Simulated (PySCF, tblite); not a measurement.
# C8H10Si: geometry, infrared bands and NMR shifts

What infrared bands and NMR shifts should C8H10Si (`C=CC1=C[SiH2]C=C1C=C`) show?

Computed with tblite 0.8.0 and PySCF 2.14.0, with density-fitted response routines of our own, on a single molecule in the gas phase. Atoms are numbered from 0 throughout.

## (1) Starting geometry

19 atoms, charge 0, multiplicity 1; geometry from: force field or distance geometry start.

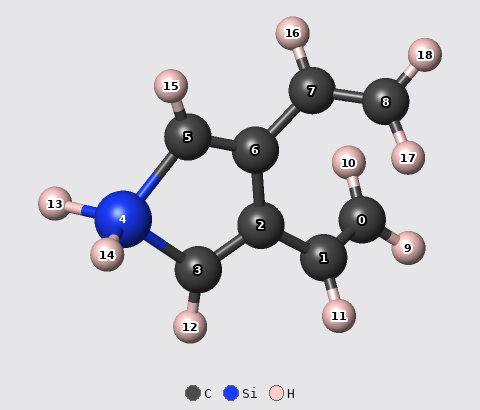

As it starts; carbon dark grey, silicon blue, hydrogen pink, atoms numbered.

## (2) Geometry optimisation with GFN2-xTB

Job settings and geometry (Å):

```
{"job": {"kind": "relax", "xc": "GFN2-xTB", "basis": "xTB"}, "charge": 0, "multiplicity": 1}
C     -1.450500    -1.589800    -1.461900
C     -1.667700    -0.514900    -0.689000
C     -0.615900     0.400400    -0.253400
C     -0.883200     1.737100    -0.327200
Si     0.567300     2.758300     0.224100
C      1.475100     1.173700     0.542400
C      0.725200     0.085500     0.288000
C      1.308200    -1.222100     0.541900
C      0.675900    -2.236200     1.156400
H     -2.290600    -2.226100    -1.748100
H     -0.475300    -1.846700    -1.833700
H     -2.680100    -0.290800    -0.356800
H     -1.795000     2.197700    -0.659800
H      1.164300     3.537200    -0.901300
H      0.292500     3.538600     1.456500
H      2.483800     1.189100     0.946500
H      2.335600    -1.363200     0.227300
H     -0.350200    -2.140600     1.513600
H      1.170800    -3.177800     1.327100
```

Run with:

```
$ OMP_NUM_THREADS=1 python probes_run.py task.json out
```

The driver reads the jobs from task.json and runs them one after another.

Output:

```text
step      E/eV     max force
  0    -648.25676    1.588
  1    -648.32574    1.127
  2    -648.36544    0.486
  3    -648.39226    0.385
  4    -648.41313    0.502
  5    -648.42973    0.331
  6    -648.43995    0.204
  7    -648.44808    0.229
  8    -648.45456    0.215
  9    -648.45842    0.145
 10    -648.46065    0.116
 11    -648.46258    0.107
 12    -648.46471    0.100
 13    -648.46698    0.110
 14    -648.46930    0.122
 15    -648.47252    0.145
 16    -648.47698    0.181
 17    -648.48256    0.191
 18    -648.48811    0.153
 19    -648.49263    0.140
 20    -648.49591    0.107
 21    -648.49810    0.094
 22    -648.49971    0.083
 23    -648.50145    0.103
 24    -648.50363    0.105
 25    -648.50589    0.110
 26    -648.50761    0.091
 27    -648.50868    0.065
 28    -648.50942    0.067
 29    -648.50993    0.043
 30    -648.51018    0.029
 31    -648.51033    0.033
 32    -648.51047    0.035
 33    -648.51067    0.036
 34    -648.51087    0.030
 35    -648.51106    0.036
 36    -648.51126    0.040
 37    -648.51154    0.043
 38    -648.51195    0.054
 39    -648.51242    0.060
 40    -648.51283    0.048
 41    -648.51312    0.041
 42    -648.51334    0.042
 43    -648.51353    0.033
 44    -648.51372    0.034
 45    -648.51391    0.030
 46    -648.51410    0.034
 47    -648.51430    0.034
 48    -648.51448    0.038
 49    -648.51465    0.040
 50    -648.51481    0.033
 51    -648.51495    0.027
 52    -648.51504    0.020
 53    -648.51511    0.018
 54    -648.51518    0.023
 55    -648.51527    0.026
 56    -648.51538    0.027
 57    -648.51547    0.019
 58    -648.51551    0.013
 59    -648.51554    0.017
 60    -648.51557    0.017
 61    -648.51560    0.012
 62    -648.51561    0.007
```

Run time: 0.4 s. Hardware: 1 thread of Arm Neoverse V2, shared host.

The steps of the relaxation: (not every step is listed)

| step | energy from step 0 (eV) | largest force (eV/Å) |
| --- | --- | --- |
| 0 | 0.0000 | 1.5884 |
| 1 | -0.0690 | 1.1268 |
| 2 | -0.1087 | 0.4860 |
| 3 | -0.1355 | 0.3848 |
| 4 | -0.1564 | 0.5017 |
| 5 | -0.1730 | 0.3313 |
| 6 | -0.1832 | 0.2037 |
| 7 | -0.1913 | 0.2291 |
| 8 | -0.1978 | 0.2154 |
| 12 | -0.2079 | 0.1004 |
| 16 | -0.2202 | 0.1806 |
| 20 | -0.2391 | 0.1074 |
| 24 | -0.2469 | 0.1049 |
| 28 | -0.2527 | 0.0672 |
| 32 | -0.2537 | 0.0354 |
| 36 | -0.2545 | 0.0405 |
| 40 | -0.2561 | 0.0480 |
| 44 | -0.2570 | 0.0340 |
| 48 | -0.2577 | 0.0381 |
| 52 | -0.2583 | 0.0205 |
| 56 | -0.2586 | 0.0271 |
| 57 | -0.2587 | 0.0191 |
| 58 | -0.2587 | 0.0128 |
| 59 | -0.2588 | 0.0170 |
| 60 | -0.2588 | 0.0170 |
| 61 | -0.2588 | 0.0124 |
| 62 | -0.2589 | 0.0071 |

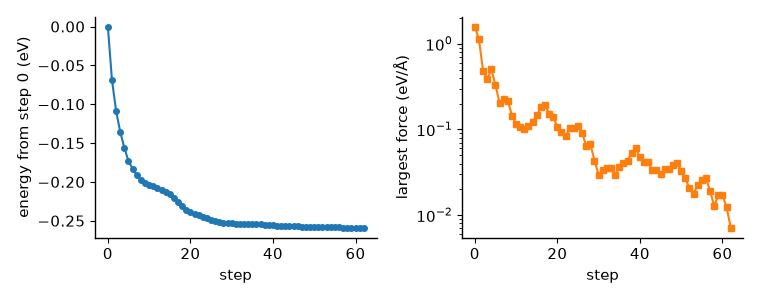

Energy and force, step by step.

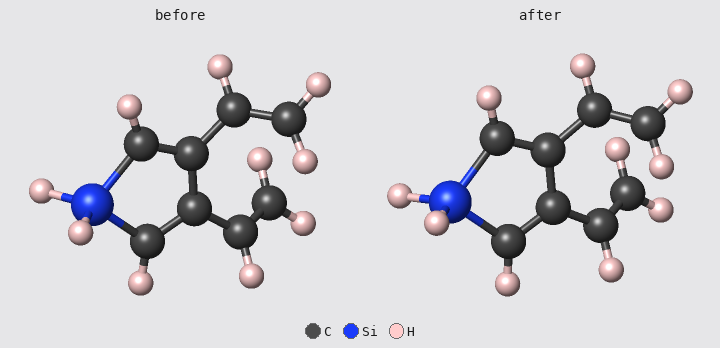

The geometry before (left) and after (right).

Distances of close pairs at the start and the end, largest changes first:

```
   bond  before (Å)  after (Å)  change (Å)
Si4–H13       1.493      1.464      -0.029
 Si4–C5       1.854      1.878      +0.024
Si4–H14       1.484      1.464      -0.020
 C3–Si4       1.858      1.878      +0.020
  C2–C3       1.365      1.348      -0.017
  C7–C8       1.344      1.327      -0.017
  C0–H9       1.092      1.077      -0.015
  C0–C1       1.342      1.327      -0.015
```

The end geometry stands in the next job.

## (3) Vibrational analysis with GFN2-xTB

Job settings and geometry (Å):

```
{"job": {"kind": "ir", "xc": "GFN2-xTB", "basis": "xTB"}, "charge": 0, "multiplicity": 1}
C     -1.285297    -1.617050    -1.392192
C     -1.587718    -0.562064    -0.646245
C     -0.636097     0.439944    -0.182189
C     -0.940779     1.753177    -0.180357
Si     0.572803     2.789891     0.220308
C      1.545703     1.195432     0.412792
C      0.751273     0.122537     0.225590
C      1.218320    -1.230047     0.503837
C      0.502969    -2.181417     1.090423
H     -2.045878    -2.287282    -1.756180
H     -0.271624    -1.845419    -1.674623
H     -2.626082    -0.345696    -0.421177
H     -1.918295     2.099154    -0.476893
H      1.001892     3.629447    -0.899641
H      0.473406     3.550988     1.467017
H      2.570525     1.080823     0.727960
H      2.264889    -1.406843     0.282897
H     -0.527382    -2.033310     1.365699
H      0.927567    -3.143014     1.325510
```

Output:

```text
mode    cm-1     km/mol
  1      91.5      0.06
  2      97.0      0.00
  3     144.7      0.13
  4     173.2      1.82
  5     180.1      0.25
  6     219.5      0.14
  7     309.2      0.71
  8     369.8      1.43
  9     410.7      1.09
 10     449.3     14.79
 11     484.3     84.56
 12     499.6      0.24
 13     557.3      0.76
 14     572.3     30.67
 15     617.0     88.34
 16     675.3     20.87
 17     709.6      6.71
 18     731.5     25.00
 19     765.8    171.30
 20     775.7     35.45
 21     812.5     44.62
 22     822.1     82.41
 23     833.8     82.10
 24     887.9      1.21
 25     888.2     17.70
 26     987.2     20.00
 27    1002.3      0.12
 28    1012.0     21.76
 29    1012.2      6.15
 30    1117.6      2.54
 31    1146.9     23.06
 32    1221.2      1.25
 33    1288.4      5.21
 34    1289.6      0.90
 35    1338.2      3.95
 36    1411.2      0.56
 37    1411.4      0.13
 38    1547.2     23.69
 39    1586.5      0.31
 40    1670.5      0.59
 41    1672.6      2.02
 42    2242.4    476.77
 43    2249.3    237.85
 44    3032.3     16.89
 45    3033.9     51.82
 46    3083.0     24.95
 47    3085.6     66.94
 48    3102.7     10.12
 49    3103.7     34.09
 50    3128.2     80.39
 51    3130.1     15.80
```

Run time: 0.65 s. Hardware: 1 thread of Arm Neoverse V2, shared host.

Which atoms move in the most intense modes:

```csv
cm⁻¹,km/mol,atoms
484,84.6,"H13 29 %, H14 29 %, Si4 18 %"
617,88.3,"H14 31 %, H13 31 %"
766,171.3,"H14 34 %, H13 34 %"
822,82.4,"C5 22 %, C3 22 %, Si4 22 %, H12 14 %"
834,82.1,"C3 24 %, C5 24 %, Si4 16 %, H12 14 %"
2242,476.8,"H14 51 %, H13 45 %"
2249,237.8,"H13 52 %, H14 46 %"
3128,80.4,"H10 37 %, H17 24 %, H9 18 %, H18 11 %"
```

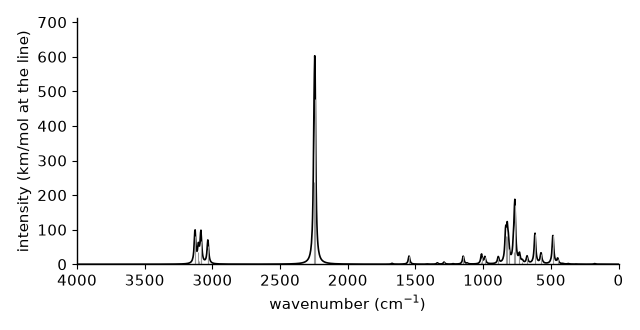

The infrared spectrum from these modes, unscaled. Lines are broadened to a width of 14 cm⁻¹ (Lorentzian).

## (4) Shielding tensors: PBE0/pcSseg-1

The job, as its differences from that of step 3:

```diff
@@ -1,2 +1,2 @@
-{"job": {"kind": "ir", "xc": "GFN2-xTB", "basis": "xTB"}, "charge": 0, "multiplicity": 1}
+{"job": {"kind": "nmr", "xc": "PBE0", "basis": "pcSseg-1"}, "charge": 0, "multiplicity": 1}
 C     -1.285297    -1.617050    -1.392192
```

Method: GIAO PBE0/pcSseg-1 NMR shielding, non-relativistic, gas phase.

Output:

```text
coarse grid: 16512 points
cycle   1  E = -599.6058482057  dE =  1.285e+00  |g| = 4.653e-01  |ddm| = 4.216e+00
cycle   2  E = -599.6010098761  dE =  4.838e-03  |g| = 4.880e-01  |ddm| = 9.835e-01
cycle   3  E = -599.6645130561  dE = -6.350e-02  |g| = 6.862e-02  |ddm| = 5.369e-01
cycle   4  E = -599.6652126058  dE = -6.995e-04  |g| = 4.581e-02  |ddm| = 1.060e-01
cycle   5  E = -599.6657784542  dE = -5.658e-04  |g| = 9.622e-03  |ddm| = 5.726e-02
cycle   6  E = -599.6658018446  dE = -2.339e-05  |g| = 2.360e-03  |ddm| = 1.375e-02
cycle   7  E = -599.6658031343  dE = -1.290e-06  |g| = 7.548e-04  |ddm| = 3.111e-03
final grid: 155312 points
cycle   8  E = -599.7209956923  dE = -4.391e-05  |g| = 7.785e-03  |ddm| = 4.872e-02
cycle   9  E = -599.7209925372  dE =  3.155e-06  |g| = 8.379e-03  |ddm| = 1.685e-02
cycle  10  E = -599.7210116841  dE = -1.915e-05  |g| = 1.562e-03  |ddm| = 1.025e-02
cycle  11  E = -599.7210123107  dE = -6.265e-07  |g| = 3.452e-04  |ddm| = 1.819e-03
cycle  12  E = -599.7210123382  dE = -2.752e-08  |g| = 1.010e-04  |ddm| = 3.425e-04
cycle  13  E = -599.7210123403  dE = -2.161e-09  |g| = 3.779e-05  |ddm| = 1.102e-04
cycle  14  E = -599.7210123407  dE = -3.174e-10  |g| = 1.300e-05  |ddm| = 5.004e-05
converged SCF energy = -599.7210123407

GIAO shielding tensors (ppm)
atom      isotropic    diamagn.    paramagn.     s11        s22        s33       span
  0 C       55.691     256.821    -201.130    -52.423     51.369    168.127    220.550
  1 C       45.355     255.246    -209.891    -69.506     58.137    147.434    216.940
  2 C       20.877     257.856    -236.980    -98.232     30.014    130.848    229.080
  3 C       53.169     256.367    -203.198    -40.983     38.743    161.747    202.731
  4 Si     396.851     882.308    -485.457    343.040    398.877    448.636    105.596
  5 C       53.164     256.371    -203.206    -41.025     38.730    161.788    202.813
  6 C       20.899     257.855    -236.956    -98.197     30.037    130.858    229.055
  7 C       45.388     255.239    -209.851    -69.441     58.125    147.481    216.922
  8 C       55.680     256.835    -201.155    -52.448     51.353    168.135    220.583
  9 H       25.897      29.106      -3.209     23.136     26.337     28.219      5.083
 10 H       26.403      33.213      -6.810     21.967     26.255     30.988      9.021
 11 H       24.703      31.525      -6.822     22.886     23.057     28.166      5.279
 12 H       25.617      32.479      -6.862     23.925     24.826     28.100      4.175
 13 H       26.993      28.944      -1.951     24.100     24.431     32.447      8.347
 14 H       26.993      28.943      -1.950     24.100     24.432     32.447      8.348
 15 H       25.621      32.486      -6.865     23.925     24.833     28.106      4.181
 16 H       24.707      31.527      -6.821     22.890     23.062     28.168      5.277
 17 H       26.404      33.220      -6.816     21.966     26.256     30.989      9.022
 18 H       25.895      29.109      -3.214     23.135     26.336     28.213      5.077
```

It took 33 s on 1 thread of Arm Neoverse V2, shared host; peak memory 1 GiB.

The references, computed at this level on geometries of the same kind, shield at (ppm): ¹H TMS 31.72, ¹³C TMS 186.9, ²⁹Si TMS 349.2. Their shielding less the atom's gives the shift. The references are single molecules in the gas phase. Atoms listed in one row are averaged.

```csv
atoms,environment,σ (ppm),δ (ppm),δ scaled to CDCl3
"C2, C6",fully substituted alkene carbon,20.9,166.0,160.1
"C1, C7",alkene CH,45.4,141.6,136.2
"C3, C5",alkene CH,53.2,133.8,128.6
"C0, C8",terminal =CH2 carbon,55.7,131.2,126.2
"H11, H16",hydrogen on an alkene CH,24.70,7.01,6.72
"H12, H15",hydrogen on an alkene CH,25.62,6.10,5.85
"H9, H18",hydrogen on a terminal =CH2 carbon,25.90,5.82,5.59
"H10, H17",hydrogen on a terminal =CH2 carbon,26.40,5.31,5.11
"H13, H14","hydrogen on a silicon bonded to 2 C, in a 5-membered ring",26.99,4.72,–
Si4,"silicon bonded to 2 C, 2 H, in a 5-membered ring",396.9,-47.7,–
```

The scaled column applies a straight-line fit of computed shieldings to shifts measured in CDCl3 (root-mean-square error 0.16 ppm for H, 1.9 ppm for C).

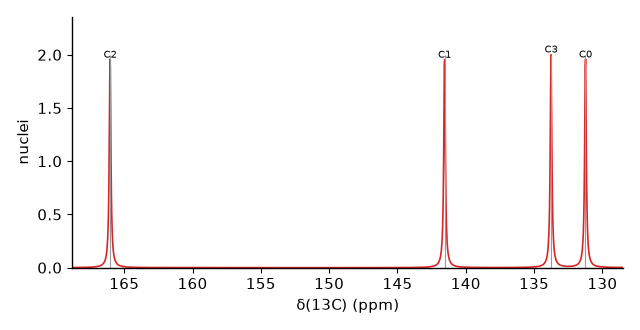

¹³C lines at the computed shifts, without couplings. Lines are broadened to a width of 0.14 ppm (Lorentzian).

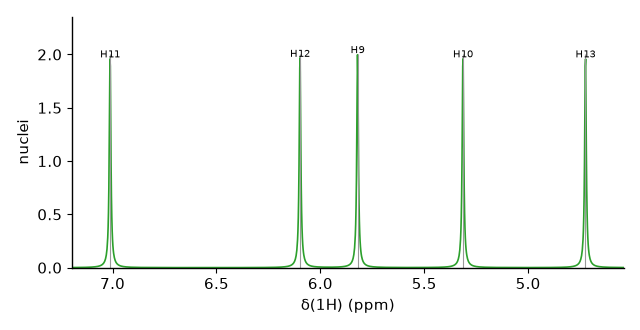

¹H lines at the computed shifts, without couplings. Lines are broadened to a width of 0.01 ppm (Lorentzian).

The run also stored atomic charges by several schemes (e):

```csv
atoms,Mulliken,IAO,Hirshfeld,ESP fit
"C0, C8",-0.11,-0.30,-0.09,-0.39
"C1, C7",-0.15,-0.15,-0.04,-0.17
"C2, C6",-0.15,0.01,0.01,0.21
"C3, C5",-0.32,-0.44,-0.15,-0.55
Si4,0.74,0.75,0.33,0.61
```

IAO charges:

C0 -0.30; C1 -0.15; C2 0.01; C3 -0.44; Si4 0.75; C5 -0.44; C6 0.01; C7 -0.15; C8 -0.30; H9 0.15; H10 0.15; H11 0.15; H12 0.15; H13 -0.11; H14 -0.11; H15 0.15; H16 0.15; H17 0.15; H18 0.15

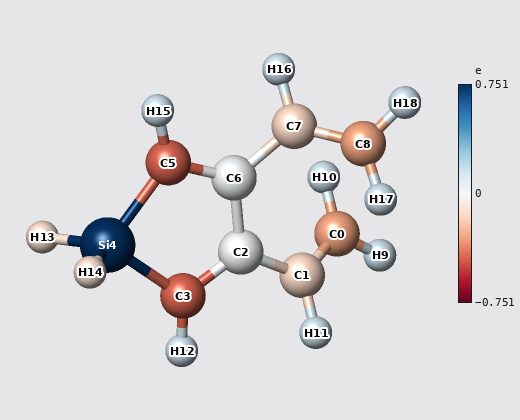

IAO charges, as colours on the atoms.

Mayer bond orders: C0–C1 1.93, C1–C2 1.10, C2–C3 1.82, C3–Si4 0.90, Si4–C5 0.90, C5–C6 1.82, C6–C7 1.10, C7–C8 1.93, C6–C2 0.98.

Ring of atoms C2, C3, Si4, C5, C6: NICS(0) 0.5, NICS(1) -2.3, NICS(1)zz -0.2 ppm (means of both faces).

## (5) Results

| quantity | value |
| --- | --- |
| strongest single infrared mode (GFN2-xTB) | 2242 cm⁻¹, 477 km/mol |
| zero-point energy (GFN2-xTB) | 90.0 kcal/mol |
| ¹³C shifts against TMS (PBE0/pcSseg-1, means over atoms taken as alike) | 166.0, 141.6, 133.8, 131.2 ppm |
| ¹H shifts against TMS (PBE0/pcSseg-1, means over atoms taken as alike) | 7.01, 6.10, 5.82, 5.31, 4.72 ppm |
| ²⁹Si shifts against TMS (PBE0/pcSseg-1) | -47.7 ppm |

**Reading.** The optimisation took 62 steps and gained 0.259 eV; among the close pairs (by a distance rule), Si4–H13 changed most, from 1.493 to 1.464 Å. No mode is imaginary among the 51: a minimum at this level. The strongest single mode, at 2242 cm⁻¹, moves mainly H14 and H13. Unscaled tight-binding wavenumbers are off by several per cent, some by more. Its intensities can rank the bands wrongly.
